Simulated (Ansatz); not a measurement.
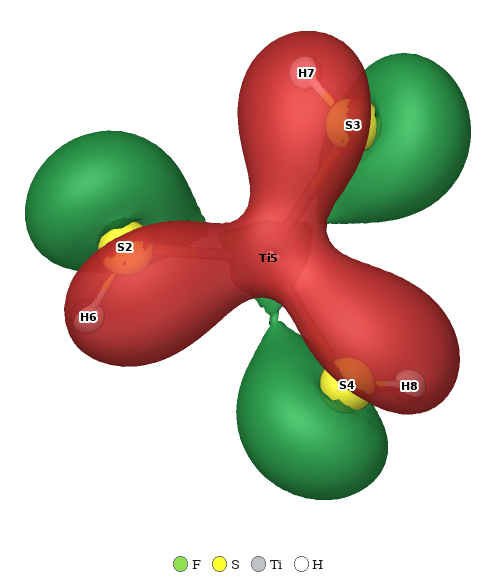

FH3S3Ti (SMILES [F][Ti]([SH])([SH])[SH]). The HOMO at ±0.08 Å⁻³ᐟ² (green and red are the two phases), seen across its widest extent.

Geometry: PBE0-D4/def2-SVP.

Theory: isolated molecule in a Gaussian basis; Kohn-Sham density functional theory, functional PBE0 (Ansatz).

| atom | x (Å) | y (Å) | z (Å) |
| --- | --- | --- | --- |
| F | -1.8659 | -0.9864 | 0.3077 |
| S | 0.7026 | -3.0677 | 0.7631 |
| S | 1.0966 | 0.5103 | 0.6539 |
| S | 0.1659 | -1.2902 | -2.3223 |
| Ti | -0.1899 | -1.1833 | -0.0974 |
| H | -0.4357 | -3.7413 | 0.4551 |
| H | 0.3951 | 0.5206 | 1.8167 |
| H | -0.7466 | -0.3021 | -2.5104 |

Describe this orbital and give its energy.

Answer. It lies mainly on S2 (about 30 %), S3 (about 30 %), S4 (about 30 %) and Ti5 (about 10 %); largely a combination of lone pairs on S2, S3 and S4. Its energy is −7.91 eV.
